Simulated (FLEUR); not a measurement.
# Magnetic state of MnSe from several starts, part 2 of 2

Aim: find out whether MnSe carries moments, and which collinear order costs least.

FLEUR MaX-R8.1; PBEsol with U = 4 eV on Mn d; all-electron FLAPW, Dirac cores, scalar-relativistic bands.

So far, largest spin moment in the muffin-tin sphere (μB): step 2 (start 1: ferro +) 4.70.

The database entry behind the starting cell differs from later determinations by our own check (about 0.4 % short), so it need not match the best structure at ambient conditions.

## (3) Order 2, typed as antiferro q=(0,1/2,1/2) +-

Another pattern of signs weighs the neighbour shells otherwise.

This order needs a doubled cell of 4 atoms. The mesh is halved along the doubled vector, so that both cells sample the same points. The k list default-1 (kpts.xml, not shown) is a Γ-centred 8×4×8 mesh.

File inp.xml:

```
<?xml version="1.0" encoding="UTF-8" standalone="no"?>
<fleurInput fleurInputVersion="0.39">
   <comment>
      MnSe
   </comment>
   <calculationSetup>
      <cutoffs Kmax="3.6" Gmax="10.8" GmaxXC="10.8" numbands="0"/>
      <scfLoop itmax="130" minDistance="0.0001" maxIterBroyd="15" imix="Anderson" alpha="0.05" precondParam="0.0" spinf="2.0" sdNocoIR="T"/>
      <coreElectrons ctail="T" frcor="F" kcrel="0" coretail_lmax="0"/>
      <xcFunctional name="PBEs" relativisticCorrections="F"/>
      <magnetism jspins="2"/>
      <soc l_soc="F" theta="0.0" phi="0.0" spav="F"/>
      <expertModes spex="0" secvar="F"/>
      <geometryOptimization l_f="F" forcealpha="1.0" forcemix="BFGS" epsdisp="0.00001" epsforce="0.00001"/>
      <ldaU l_linMix="F" mixParam="0.05" spinf="1.0"/>
   </calculationSetup>
   <cell>
      <bzIntegration valenceElectrons="62.0" mode="hist" fermiSmearingEnergy="0.00293995">
         <kPointListSelection listName="default-1"/>
         <xi:include xmlns:xi="http://www.w3.org/2001/XInclude" href="kpts.xml"> </xi:include>
      </bzIntegration>
      <xi:include xmlns:xi="http://www.w3.org/2001/XInclude" href="sym.xml"> </xi:include>
      <bulkLattice scale="1.0">
         <bravaisMatrix>
            <row-1>    0.0000000000000000     5.1400550589120000     5.1400550589120000</row-1>
            <row-2>   10.2801101178240000     0.0000000000000000    10.2801101178240000</row-2>
            <row-3>   10.2801101178240000     5.1400550589120000     5.1400550589120000</row-3>
         </bravaisMatrix>
      </bulkLattice>
   </cell>
   <atomSpecies>
      <species name="Manganese 4.500" element="Mn" atomicNumber="25">
         <mtSphere radius="2.51" gridPoints="829" logIncrement="0.015"/>
         <atomicCutoffs lmax="10" lnonsphr="8"/>
         <electronConfig flipSpins="F">
            <coreConfig>(1s1/2) (2s1/2) (2p1/2) (2p3/2)</coreConfig>
            <valenceConfig>(3s1/2) (3p1/2) (3p3/2) (4s1/2) (3d3/2) (3d5/2)</valenceConfig>
            <stateOccupation state="(3d3/2)" spinUp="1.75" spinDown="0.25"/>
            <stateOccupation state="(3d5/2)" spinUp="3.0" spinDown="0.0"/>
         </electronConfig>
         <energyParameters s="4" p="4" d="3" f="4"/>
         <ldaU l="2" U="4.0" J="0.0" l_amf="F"/>
         <lo type="SCLO" l="0" n="3" eDeriv="0"/>
         <lo type="SCLO" l="1" n="3" eDeriv="0"/>
      </species>
      <species name="Manganese -4.500" element="Mn" atomicNumber="25">
         <mtSphere radius="2.51" gridPoints="829" logIncrement="0.015"/>
         <atomicCutoffs lmax="10" lnonsphr="8"/>
         <electronConfig flipSpins="F">
            <coreConfig>(1s1/2) (2s1/2) (2p1/2) (2p3/2)</coreConfig>
            <valenceConfig>(3s1/2) (3p1/2) (3p3/2) (4s1/2) (3d3/2) (3d5/2)</valenceConfig>
            <stateOccupation state="(3d3/2)" spinUp="0.25" spinDown="1.75"/>
            <stateOccupation state="(3d5/2)" spinUp="0.0" spinDown="3.0"/>
         </electronConfig>
         <energyParameters s="4" p="4" d="3" f="4"/>
         <ldaU l="2" U="4.0" J="0.0" l_amf="F"/>
         <lo type="SCLO" l="0" n="3" eDeriv="0"/>
         <lo type="SCLO" l="1" n="3" eDeriv="0"/>
      </species>
      <species name="Selenium (Se)" element="Se" atomicNumber="34">
         <mtSphere radius="2.51" gridPoints="829" logIncrement="0.015"/>
         <atomicCutoffs lmax="10" lnonsphr="8"/>
         <electronConfig flipSpins="F">
            <coreConfig>(1s1/2) (2s1/2) (2p1/2) (2p3/2) (3s1/2) (3p1/2) (3p3/2)</coreConfig>
            <valenceConfig>(4s1/2) (3d3/2) (3d5/2) (4p1/2) (4p3/2)</valenceConfig>
            <stateOccupation state="(4p1/2)" spinUp="0.666667" spinDown="0.666667"/>
            <stateOccupation state="(4p3/2)" spinUp="1.333333" spinDown="1.333333"/>
         </electronConfig>
         <energyParameters s="4" p="4" d="3" f="4"/>
      </species>
   </atomSpecies>
   <atomGroups>
      <atomGroup species="Manganese 4.500">
         <relPos label="                   1">.0000000000 .0000000000 .0000000000</relPos>
         <force calculate="T" relaxXYZ="TTT"/>
      </atomGroup>
      <atomGroup species="Manganese -4.500">
         <relPos label="                   2">.0000000000 1.000/2.000 .0000000000</relPos>
         <force calculate="T" relaxXYZ="TTT"/>
      </atomGroup>
      <atomGroup species="Selenium (Se)">
         <relPos label="                   3">1.000/2.000 .0000000000 1.000/2.000</relPos>
         <force calculate="T" relaxXYZ="TTT"/>
      </atomGroup>
      <atomGroup species="Selenium (Se)">
         <relPos label="                   4">1.000/2.000 1.000/2.000 1.000/2.000</relPos>
         <force calculate="T" relaxXYZ="TTT"/>
      </atomGroup>
   </atomGroups>
   <output dos="F" band="F" slice="F">
      <bandDOS minEnergy="-.5*Htr" maxEnergy="0.5*Htr" sigma="0.015" storeEVData="T"/>
      <plotting iplot="0" polar="F">
         <plot TwoD="T" vec1="  1.0  0.0  0.0" vec2="  0.0  1.0  0.0" vec3="  0.0  0.0  1.0" zero="  0.0  0.0  0.0" file="plot"/>
      </plotting>
      <moessbauerParams electricFieldGradient="F" isomerShift="F" coreHyperfine="F" valenceHyperfine="F"/>
   </output>
</fleurInput>
```

File crystal.txt:

```
MnSe
&input film=F cartesian=F /
0.00000000000  2.72000000000  2.72000000000
5.44000000000  0.00000000000  5.44000000000
5.44000000000  2.72000000000  2.72000000000
1.8897261246
1.0 1.0 1.0

4
25 0.00000000000  0.00000000000  0.00000000000 : 4.500
25 0.00000000000  0.50000000000  0.00000000000 : -4.500
34 0.50000000000  0.00000000000  0.50000000000
34 0.50000000000  0.50000000000  0.50000000000

&kpt div1=8 div2=4 div3=8 gamma=T /
```

Launch:

```
$ OMP_NUM_THREADS=1 inpgen -f crystal.txt > inpgen.log  # inp.xml is then edited as shown
$ OMP_NUM_THREADS=1 mpirun -n 4 fleur_MPI > fleur.log
```

Output:

```text
[banner, memory and clock lines left out]
Welcome to FLEUR        (www.flapw.de)
      MaX-Release 8.1          (www.max-centre.eu)

 ========== k-point set info ==========
 Selected k-point list: default-1
 k-point list type: mesh
 0 x 0 x 0
 Number of k points: 80

 ------------Calculation Setup---------------------------
 Number of PE/node        :            4
 Number of OMP-threads    :            1
 k-points in parallel     :            4
 pe's per k-point         :            1
 No of k-point loops      :           20
 Eigenvalue solver        :       lapack
 Number of basis functions:          468
 Approximate size of matrices (H+S) per k-point:         0.003 GB
 no density matrix found ... skipping LDA+U
 Reset of history
 Iteration:     1   Distance:       4.87066531 me/bohr^3
 Iteration:     2   Distance:       6.77921714 me/bohr^3
 Iteration:     3   Distance:       6.42010567 me/bohr^3
 Iteration:     4   Distance:       1.99934504 me/bohr^3
 Iteration:     5   Distance:       0.94414024 me/bohr^3
 Iteration:     6   Distance:       0.93175589 me/bohr^3
 Iteration:     7   Distance:       0.26825887 me/bohr^3
 Iteration:     8   Distance:       0.09517222 me/bohr^3
 Iteration:     9   Distance:       0.06436932 me/bohr^3
 Iteration:    10   Distance:       0.01161688 me/bohr^3
 Iteration:    11   Distance:       0.00848751 me/bohr^3
 Iteration:    12   Distance:       0.00069042 me/bohr^3
 Iteration:    13   Distance:       0.00087925 me/bohr^3
 Iteration:    14   Distance:       0.00012258 me/bohr^3
 Iteration:    15   Distance:       0.00003727 me/bohr^3

 ********************************************************************
 Run finished successfully
 Stop message:
   all done
 ********************************************************************

--- out.xml (last complete iteration) ---
<iteration numberForCurrentRun="   15" overallNumber="   15">
         [... left out ...]
         <bandgap value="1.2857226711" units="eV"/>
         <sumValenceSingleParticleEnergies value="-57.7986298742" units="Htr"/>
         <FermiEnergy value="0.2426393248" units="Htr"/>
         <valenceDensity>
            <mtCharges spin="1">
               <mtCharge atomType="1" total="9.1564995" s="1.1700857" p="3.1611205" d="4.8098110" f="0.0128914"/>
               <mtCharge atomType="2" total="4.4853838" s="1.1195552" p="3.1214971" d="0.2284613" f="0.0130047"/>
               <mtCharge atomType="3" total="7.4583279" s="0.8298665" p="1.6187223" d="5.0041545" f="0.0042788"/>
               <mtCharge atomType="4" total="7.4857024" s="0.8351467" p="1.6352339" d="5.0068255" f="0.0063251"/>
            </mtCharges>
            <mtCharges spin="2">
               <mtCharge atomType="1" total="4.4853837" s="1.1195551" p="3.1214970" d="0.2284613" f="0.0130047"/>
               <mtCharge atomType="2" total="9.1564996" s="1.1700858" p="3.1611205" d="4.8098109" f="0.0128914"/>
               <mtCharge atomType="3" total="7.4857024" s="0.8351468" p="1.6352339" d="5.0068255" f="0.0063251"/>
               <mtCharge atomType="4" total="7.4583279" s="0.8298665" p="1.6187222" d="5.0041545" f="0.0042788"/>
            </mtCharges>
            <spinDependentCharge spin="1" total="31.0000000" interstitial="2.4140864" mtSpheres="28.5859136"/>
            <spinDependentCharge spin="2" total="31.0000000" interstitial="2.4140864" mtSpheres="28.5859136"/>
            <totalCharge value="62.0000000000"/>
         </valenceDensity>
         [... left out ...]
         <magneticMomentsInMTSpheres units="muBohr">
            <globalMagMoment atomType="1" vec="0.00000   0.00000   4.67112"/>
            <localMagMoment atomType="1" vec="0.00000   0.00000   4.67112"/>
            <globalMagMoment atomType="2" vec="0.00000   0.00000  -4.67112"/>
            <localMagMoment atomType="2" vec="0.00000   0.00000  -4.67112"/>
            <globalMagMoment atomType="3" vec="0.00000   0.00000  -0.02737"/>
            <localMagMoment atomType="3" vec="0.00000   0.00000  -0.02737"/>
            <globalMagMoment atomType="4" vec="0.00000   0.00000   0.02737"/>
            <localMagMoment atomType="4" vec="0.00000   0.00000   0.02737"/>
         </magneticMomentsInMTSpheres>
         [... left out ...]
         <totalEnergy value="    -7172.2048899805" units="Htr">
            <sumOfEigenvalues value="    -4156.2537026582">
               <coreElectrons value="-4098.4550727840"/>
               <valenceElectrons value="-57.7986298742"/>
            </sumOfEigenvalues>
            <densityCoulombPotentialIntegral value="-11111.8259124831"/>
            <densityEffectivePotentialIntegral value="-11472.8442390691"/>
            <chargeDenXCDenIntegral value="-275.3432674472"/>
            <FockExchangeEnergyValence value="0.0000000000"/>
            <FockExchangeEnergyCore value="0.0000000000"/>
         [... left out ...]
            <dftUCorrection value="-0.6827181388"/>
            <tkbTimesEntropy value="0.0000000000"/>
            <freeEnergy value="-7172.2048899805"/>
            <extrapolationTo0K value="-7172.2048899805"/>
         </totalEnergy>
         [... left out ...]
         <ldaUDensityMatrixConvergence>
            <distance spin="1" distance="0.000002"/>
            <distance spin="2" distance="0.000002"/>
         </ldaUDensityMatrixConvergence>
         <densityConvergence units="me/bohr^3">
            <chargeDensity spin="1" distance="0.0000265721"/>
            <chargeDensity spin="2" distance="0.0000261046"/>
            <overallChargeDensity distance="0.0000372739"/>
            <spinDensity distance="0.0000372251"/>
         </densityConvergence>
      </iteration>
```

The job ended after 62 s (4 MPI ranks of AMD EPYC 9R14 (Zen 4), shared host; peak memory 0.46 GiB).

Spin moment in the muffin-tin sphere by atom:

```csv
atom,spin moment in the muffin-tin sphere (μB)
Mn1,4.67
Mn2,-4.67
Se3,-0.03
Se4,0.03
```

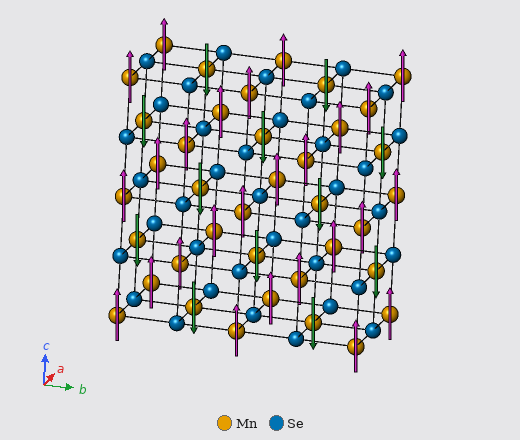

Spin moment in the muffin-tin sphere as arrows, the longest 4.67 μB. Up and down stand for the sign. Arrows give size and sign along the axis of quantisation, drawn up and down the page. The two directions have two colours. 1×2×2 conventional cells are drawn. Some periodic images of atoms are drawn too.

Read from the output:

* free energy: -195165.6375 eV
* program's band gap on this mesh (in a metal only a level spacing): 1.286 eV
* magnetization: 0 μB
* final state: antiferromagnetic

It lies 6.14 meV a seeded atom under the first start, and its largest moment is 4.67 μB against 4.70 μB.

## (4) Run 3 (antiferro q=(0,0,1/2) +-)

Reversing part of the moments tests the sign of the couplings between them.

The cell is doubled to 4 atoms to hold this order. The mesh is halved along the doubled vector, so that both cells sample the same points. The k list default-1 (kpts.xml, not shown) is a Γ-centred 8×8×4 mesh.

Edit inp.xml of step 3 so:

```diff
@@ -25,4 +25,4 @@
             <row-1>    0.0000000000000000     5.1400550589120000     5.1400550589120000</row-1>
-            <row-2>   10.2801101178240000     0.0000000000000000    10.2801101178240000</row-2>
-            <row-3>   10.2801101178240000     5.1400550589120000     5.1400550589120000</row-3>
+            <row-2>    5.1400550589120000     0.0000000000000000     5.1400550589120000</row-2>
+            <row-3>   10.2801101178240000    10.2801101178240000     0.0000000000000000</row-3>
          </bravaisMatrix>
@@ -77,3 +77,3 @@
       <atomGroup species="Manganese -4.500">
-         <relPos label="                   2">.0000000000 1.000/2.000 .0000000000</relPos>
+         <relPos label="                   2">.0000000000 .0000000000 1.000/2.000</relPos>
          <force calculate="T" relaxXYZ="TTT"/>
@@ -81,7 +81,4 @@
       <atomGroup species="Selenium (Se)">
-         <relPos label="                   3">1.000/2.000 .0000000000 1.000/2.000</relPos>
-         <force calculate="T" relaxXYZ="TTT"/>
-      </atomGroup>
-      <atomGroup species="Selenium (Se)">
-         <relPos label="                   4">1.000/2.000 1.000/2.000 1.000/2.000</relPos>
+         <relPos label="                   3">1.000/2.000 1.000/2.000 1.000/4.000</relPos>
+         <relPos label="                   4">1.000/2.000 1.000/2.000 -1.000/4.000</relPos>
          <force calculate="T" relaxXYZ="TTT"/>
```

File crystal.txt:

```
MnSe
&input film=F cartesian=F /
0.00000000000  2.72000000000  2.72000000000
2.72000000000  0.00000000000  2.72000000000
5.44000000000  5.44000000000  0.00000000000
1.8897261246
1.0 1.0 1.0

4
25 0.00000000000  0.00000000000  0.00000000000 : 4.500
25 0.00000000000  0.00000000000  0.50000000000 : -4.500
34 0.50000000000  0.50000000000  0.25000000000
34 0.50000000000  0.50000000000  0.75000000000

&kpt div1=8 div2=8 div3=4 gamma=T /
```

Output:

```text
[banner, memory and clock lines left out]
Welcome to FLEUR        (www.flapw.de)
      MaX-Release 8.1          (www.max-centre.eu)

 ========== k-point set info ==========
 Selected k-point list: default-1
 k-point list type: mesh
 0 x 0 x 0
 Number of k points: 80

 [... set-up left out ...]
 no density matrix found ... skipping LDA+U
 Reset of history
 Iteration:     1   Distance:       5.35348316 me/bohr^3
 Iteration:     2   Distance:       6.35017301 me/bohr^3
 Iteration:     3   Distance:       6.00124235 me/bohr^3
 Iteration:     4   Distance:       1.92751346 me/bohr^3
[...]
[... left out ...]
            <freeEnergy value="-7172.2062548880"/>
            <extrapolationTo0K value="-7172.2062548880"/>
         </totalEnergy>
         [... left out ...]
         <ldaUDensityMatrixConvergence>
            <distance spin="1" distance="0.000000"/>
            <distance spin="2" distance="0.000000"/>
         </ldaUDensityMatrixConvergence>
         <densityConvergence units="me/bohr^3">
            <chargeDensity spin="1" distance="0.0000082459"/>
            <chargeDensity spin="2" distance="0.0000081652"/>
            <overallChargeDensity distance="0.0000146763"/>
            <spinDensity distance="0.0000073442"/>
         </densityConvergence>
      </iteration>
```

Wall time 60 s (4 MPI ranks); peak memory 0.48 GiB.

Spin moment in the muffin-tin sphere by atom:

```csv
atom,spin moment in the muffin-tin sphere (μB)
Mn1,4.62
Mn2,-4.62
Se3,0.00
Se4,0.00
```

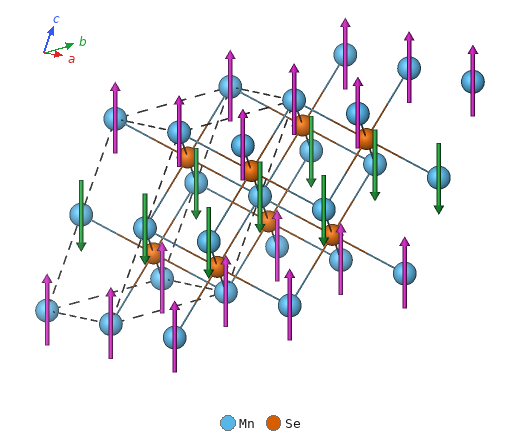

Spin moment in the muffin-tin sphere as arrows, the longest 4.62 μB. Up and down stand for the sign. Arrows give size and sign along the axis of quantisation, drawn up and down the page. The two directions have two colours. Bonds to atoms that aren't drawn are left out. 2×2×1 cells are drawn. Some periodic images of atoms are drawn too.

Numbers from this step:

```
free energy                                                       : -195165.6746 eV
program's band gap on this mesh (in a metal only a level spacing) : 2.137 eV
magnetization                                                     : 0 μB
final state                                                       : antiferromagnetic
```

It lies 24.7 meV a seeded atom under the first start, and its largest moment is 4.62 μB against 4.70 μB.

## (5) The states side by side

Free energies are divided by the number of seeded atoms, so that cells of unlike size compare. Wavevectors q in the names are fractions of the primitive cell's reciprocal vectors.

Orders:

```csv
start,final state,typed order kept,energy over the lowest (meV a seeded atom),largest sphere moment (μB),net moment (μB a primitive cell),mesh matched,CPU time (s)
ferro +,ferromagnetic,yes,24.71,4.698,5,yes,39.3
"antiferro q=(0,1/2,1/2) +-",antiferromagnetic,yes,18.57,4.671,0,yes,248.1
"antiferro q=(0,0,1/2) +-",antiferromagnetic,yes,0,4.618,0,yes,238.2
```

## (6) Results

| Quantity | Value |
| --- | --- |
| lowest state found | antiferromagnetic (typed antiferro q=(0,0,1/2) +-) |
| largest site spin moment | 4.62 μB |
| next finished state | antiferromagnetic, 18.6 meV a seeded atom higher |

**Reading.** The lowest state found is antiferromagnetic, reached from the start antiferro q=(0,0,1/2) +-, with moments up to 4.62 μB. The next finished state costs 19 meV a seeded atom. This is the lowest of 3 finished starts, no proof of the ground state.

[Logs and program files are shortened in this print: banners, set-up blocks, solver, clock and traceback lines can be left out without a mark of their own.]

[Logs are printed without paths, hosts, clocks, repeated set-up lines and the standing remarks that a program may print on its own settings, such as how far it seeks lower states.]

[Hosts, paths, dates, database ids (printed as entryN), source tags and the programs' standing remarks are cut or masked in the printed files.]

[Where a cell is said to come from a database of computed structures, the database is the Materials Project.]
